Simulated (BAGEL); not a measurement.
**CH6BNS (SMILES CNBS): PBE0/cc-pVDZ (density fitting with qzvpp-jkfit)**

What is the energy change on altering one bond length of CH6BNS at PBE0/cc-pVDZ (density fitting with qzvpp-jkfit)? 

The calculation is run with BAGEL 1.2.2.

6 further runs of the same task are left out: 4 that didn't finish, 2 set aside as unsound or not needed.

**1. The molecule**

CH6BNS has 10 atoms, charge 0, and is taken as a singlet. SMILES: `CNBS`. The shape is that of a PBE0-D4/def2-TZVP optimisation. This is one conformer, not always the lowest.

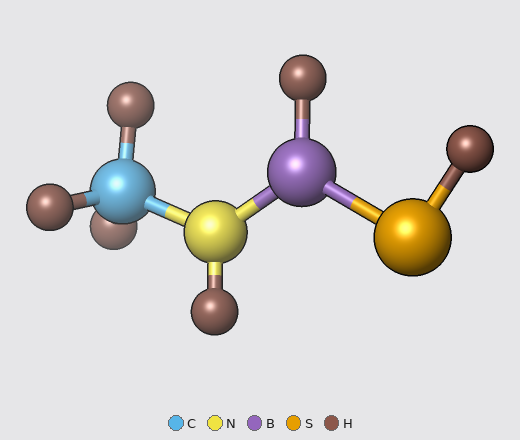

The structure, seen from a chosen angle (carbon blue, nitrogen yellow, boron purple, sulfur amber, hydrogen brown).

**2. A single-point energy at PBE0/cc-pVDZ (density fitting with qzvpp-jkfit)**

Contents of job.json:

```json
{ "bagel" : [

{
  "title" : "molecule",
  "basis" : "cc-pvdz.json",
  "df_basis" : "qzvpp-jkfit",
  "angstrom" : "true",
  "geometry" : [
    { "atom" : "C", "xyz" : [      -1.419800,       0.603200,      -0.178200 ] },
    { "atom" : "N", "xyz" : [      -0.346000,      -0.358300,      -0.260500 ] },
    { "atom" : "B", "xyz" : [       0.946000,      -0.176300,       0.215700 ] },
    { "atom" : "S", "xyz" : [       2.178200,      -1.501700,       0.025400 ] },
    { "atom" : "H", "xyz" : [      -1.782500,       0.888900,      -1.170700 ] },
    { "atom" : "H", "xyz" : [      -2.266900,       0.213800,       0.395100 ] },
    { "atom" : "H", "xyz" : [      -1.056500,       1.501100,       0.321300 ] },
    { "atom" : "H", "xyz" : [      -0.601200,      -1.223700,      -0.711100 ] },
    { "atom" : "H", "xyz" : [       1.244800,       0.850200,       0.748900 ] },
    { "atom" : "H", "xyz" : [       3.186700,      -0.848400,       0.617000 ] }
  ]
},

{
  "title" : "ks",
  "xc_func" : "pbe0"
},

{
  "title" : "print",
  "file" : "orbitals.molden",
  "orbitals" : "true"
}

]}
```

The basis set cc-pVDZ is read from a file made from the Basis Set Exchange's data (not shown).

Started as:

```console
BAGEL_NUM_THREADS=1 BAGEL job.json > job.out
```

Output:

```text
* using 1 threads per process

  ===============================================================
  ===============================================================

  *** Geometry ***

  { "atom" : "C", "xyz" : [     -2.683033,      1.139883,     -0.336749 ] },
  { "atom" : "N", "xyz" : [     -0.653845,     -0.677089,     -0.492274 ] },
  { "atom" : "B", "xyz" : [      1.787681,     -0.333159,      0.407614 ] },
  { "atom" : "S", "xyz" : [      4.116201,     -2.837802,      0.047999 ] },
  { "atom" : "H", "xyz" : [     -3.368437,      1.679778,     -2.212302 ] },
  { "atom" : "H", "xyz" : [     -4.283820,      0.404023,      0.746631 ] },
  { "atom" : "H", "xyz" : [     -1.996496,      2.836668,      0.607169 ] },
  { "atom" : "H", "xyz" : [     -1.136103,     -2.312458,     -1.343784 ] },
  { "atom" : "H", "xyz" : [      2.352331,      1.606645,      1.415216 ] },
  { "atom" : "H", "xyz" : [      6.021990,     -1.603244,      1.165961 ] },

  Number of auxiliary basis functions:      463

  Since a DF basis is specified, we compute 2- and 3-index integrals:
    o Being stored without compression. Storage requirement is 0.030 GB

  Number of basis functions:       90
  Number of electrons      :       40

    * METHOD: MOLECULE                             0.19

  *** Kohn-Sham DFT ***

    * Removing 18581 points whose weight is below 1.00e-10
    * Grid points: 130479

  === Nuclear Repulsion ===
   143.3830570875

       - DIIS with orbital gradients will be used.

  === KS iteration (pbe0 / cc-pvdz.json) ===
      0       -489.04058397          0.08874349           0.37
      1       -461.32697267          0.17053906           0.36
      2       -480.90915487          0.13723086           0.36
      3       -496.32084520          0.13474671           0.36
      4       -504.67585259          0.13851308           0.37
      5       -518.99400955          0.01957450           0.36
      6       -519.26161171          0.00624630           0.37
      7       -519.27898752          0.00375248           0.36
      8       -519.29142416          0.00061198           0.35
      9       -519.29160411          0.00032232           0.35
     10       -519.29166037          0.00003760           0.36
     11       -519.29166111          0.00001460           0.36
     12       -519.29166122          0.00000520           0.36
     13       -519.29166124          0.00000216           0.37
     14       -519.29166124          0.00000046           0.36
     15       -519.29166124          0.00000014           0.36
     16       -519.29166124          0.00000005           0.36
     17       -519.29166124          0.00000001           0.36
    * SCF iteration converged.

    * Permanent dipole moment:
           (    0.667068,    -0.305305,     0.074157) a.u.

    * METHOD: KS                                   7.26

    * METHOD: PRINT                                0.01

  ===============================================================
```

Wall time 7.8 s (1 thread of Arm Neoverse V2, shared host); peak memory 0.53 GiB.

**3. The distorted shape**

Contents of dft.json:

```json
{ "bagel" : [

{
  "title" : "molecule",
  "basis" : "cc-pvdz.json",
  "df_basis" : "qzvpp-jkfit",
  "angstrom" : true,
  "geometry" : [
    { "atom" : "C", "xyz" : [      -1.365406,       0.560354,      -0.029355 ] },
    { "atom" : "N", "xyz" : [      -0.291606,      -0.401146,      -0.111655 ] },
    { "atom" : "B", "xyz" : [       1.000394,      -0.219146,       0.364545 ] },
    { "atom" : "S", "xyz" : [       2.232594,      -1.544546,       0.174245 ] },
    { "atom" : "H", "xyz" : [      -1.782500,       0.888900,      -1.170700 ] },
    { "atom" : "H", "xyz" : [      -2.212506,       0.170954,       0.543945 ] },
    { "atom" : "H", "xyz" : [      -1.002106,       1.458254,       0.470145 ] },
    { "atom" : "H", "xyz" : [      -0.546806,      -1.266546,      -0.562255 ] },
    { "atom" : "H", "xyz" : [       1.299194,       0.807354,       0.897745 ] },
    { "atom" : "H", "xyz" : [       3.241094,      -0.891246,       0.765845 ] }
  ]
},

{ "title" : "ks", "xc_func" : "pbe0" },

{ "title" : "print", "file" : "orbitals.molden", "orbitals" : true }

]}
```

The basis set cc-pVDZ is read from a file made from the Basis Set Exchange's data (not shown).

Started as:

```console
BAGEL_NUM_THREADS=1 BAGEL dft.json > dft.out
```

Output:

```text
* using 1 threads per process

  ===============================================================
  ===============================================================

  *** Geometry ***

  { "atom" : "C", "xyz" : [     -2.580243,      1.058916,     -0.055473 ] },
  { "atom" : "N", "xyz" : [     -0.551055,     -0.758056,     -0.210997 ] },
  { "atom" : "B", "xyz" : [      1.890471,     -0.414126,      0.688890 ] },
  { "atom" : "S", "xyz" : [      4.218991,     -2.918769,      0.329275 ] },
  { "atom" : "H", "xyz" : [     -3.368437,      1.679778,     -2.212302 ] },
  { "atom" : "H", "xyz" : [     -4.181030,      0.323056,      1.027907 ] },
  { "atom" : "H", "xyz" : [     -1.893706,      2.755701,      0.888445 ] },
  { "atom" : "H", "xyz" : [     -1.033314,     -2.393425,     -1.062508 ] },
  { "atom" : "H", "xyz" : [      2.455121,      1.525678,      1.696492 ] },
  { "atom" : "H", "xyz" : [      6.124780,     -1.684211,      1.447237 ] },

  Number of auxiliary basis functions:      463

  Since a DF basis is specified, we compute 2- and 3-index integrals:
    o Being stored without compression. Storage requirement is 0.030 GB

  Number of basis functions:       90
  Number of electrons      :       40

    * METHOD: MOLECULE                             0.20

  *** Kohn-Sham DFT ***

    * Removing 18338 points whose weight is below 1.00e-10
    * Grid points: 130722

  === Nuclear Repulsion ===
   142.7775157253

       - DIIS with orbital gradients will be used.

  === KS iteration (pbe0 / cc-pvdz.json) ===
      0       -489.18841824          0.08841381           0.39
      1       -461.94216883          0.16569110           0.37
      2       -481.42545424          0.13637813           0.35
      3       -496.58076411          0.14425861           0.36
      4       -507.69559157          0.12258391           0.36
      5       -519.21435818          0.00904260           0.37
      6       -519.19702007          0.01037026           0.36
      7       -519.28041153          0.00096943           0.36
      8       -519.28084443          0.00031341           0.36
      9       -519.28090101          0.00008052           0.35
     10       -519.28090556          0.00001665           0.36
     11       -519.28090569          0.00000745           0.36
     12       -519.28090572          0.00000204           0.35
     13       -519.28090573          0.00000052           0.36
     14       -519.28090573          0.00000019           0.35
     15       -519.28090573          0.00000009           0.36
     16       -519.28090573          0.00000003           0.35
     17       -519.28090573          0.00000001           0.35
     18       -519.28090573          0.00000000           0.36
    * SCF iteration converged.

    * Permanent dipole moment:
           (    0.610974,    -0.269712,     0.020978) a.u.

    * METHOD: KS                                   7.55

    * METHOD: PRINT                                0.01

  ===============================================================
```

Wall time 8.1 s (1 thread of Arm Neoverse V2, shared host); peak memory 0.53 GiB.

**4. Summary of results**

Level: PBE0/cc-pVDZ (density fitting with qzvpp-jkfit).

```
                                                         quantity          value
                                        first shape: total energy  -519.29166 Eh
                                       first shape: dipole moment         1.87 D
                                         first shape: HOMO energy       -6.73 eV
                                         first shape: LUMO energy        0.85 eV
                                       first shape: HOMO–LUMO gap        7.57 eV
                                    distorted shape: total energy  -519.28091 Eh
                                   distorted shape: dipole moment         1.70 D
                                     distorted shape: HOMO energy       -6.75 eV
                                     distorted shape: LUMO energy        0.76 eV
                                   distorted shape: HOMO–LUMO gap        7.51 eV
energy change with the C1–H5 bond stretched from 1.095 to 1.259 Å       0.293 eV
```

With the C1–H5 bond stretched from 1.095 to 1.259 Å the energy rises by 0.29 eV (28.2 kJ/mol). The first shape isn't relaxed at this level, so the change isn't measured from a minimum.
